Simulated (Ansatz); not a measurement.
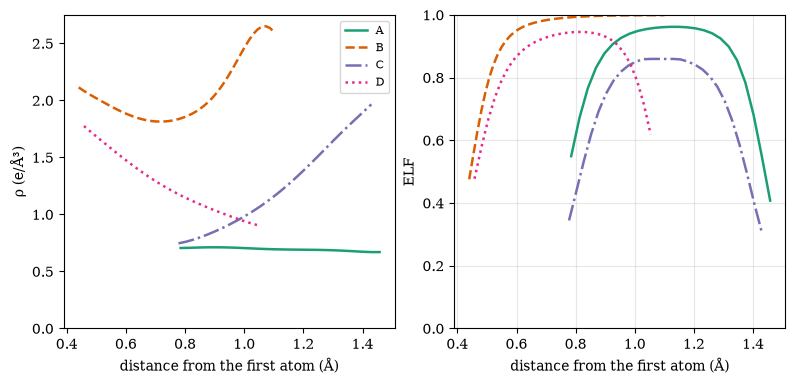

CH5ClSi2 (SMILES C[Si]([SiH2+])Cl) (charge +1, doublet). Total electron density and ELF along straight lines between neighbouring atoms. The curves leave out the atomic cores.

Geometry: PBE0-D3(BJ)/def2-SVP.

Theory: isolated molecule in a Gaussian basis; Kohn-Sham density functional theory, functional PBE0 (Ansatz).

```xyz
9

C    -2.8882    0.9156   -0.0665
Cl   -1.9294    3.8142    1.1483
Si   -1.4961    2.0517    0.2929
Si    0.6843    1.7171   -0.1099
H    -3.4174    0.6788    0.8725
H    -2.5342   -0.0150   -0.5346
H    -3.6049    1.4181   -0.7386
H     1.6460    2.7771    0.2646
H     1.1073    0.4458   -0.7397
```

Q: Which curve belongs to which contact (C–H, C–Si, Si–Cl and Si–Si)? The first atom named is at distance zero.

A: Curve A: Si–Si (2.24 Å): the density is about 0.69 e/Å³ at the midpoint; the ELF peaks at about 0.95 between the atoms (a shared electron pair). Curve B: C–H (1.10 Å): the density is about 1.9 e/Å³ at the midpoint; the ELF climbs to about 1 towards the hydrogen, as it does in any bond to H; a covalent bond by its length. Curve C: Si–Cl (2.01 Å): ρ at the midpoint is about 0.99 e/Å³; the ELF peaks at about 0.85 between the atoms, as expected for a polar covalent bond. Curve D: C–Si (1.83 Å): the density is about 1 e/Å³ at the midpoint; the ELF peaks at about 0.95 between the atoms; a shared electron pair.
